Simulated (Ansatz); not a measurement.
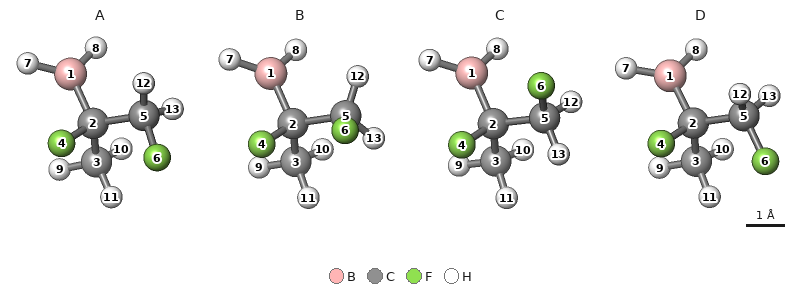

4 geometries from a converged minimum-energy path of C₃H₇BF₂, shuffled. Style: ball-and-stick. Shown from a free direction.

Method: Ansatz 0.2.0, RKS PBE0-D4/6-31G*. Run with 5 movable images; climbing image; force threshold 0.05 eV/Å; iteration limit 60; starting path through a guess of the saddle point.

Which frame is the top of the path?

B. In order along the path, whose images run from 0 to 6: D (image 0, 0.0 kcal/mol), A (image 1, +1.7 kcal/mol), B (image 3, +7.4 kcal/mol), C (image 5, +0.2 kcal/mol). The motion is a rotation about the C2–C5 bond by about 155°. No bond forms or breaks between the ends. Among the angles between lasting bonds that change up to the highest image: B1–C2–C3 103.0° → 108.2°, B1–C2–C5 115.9° → 112.0°.
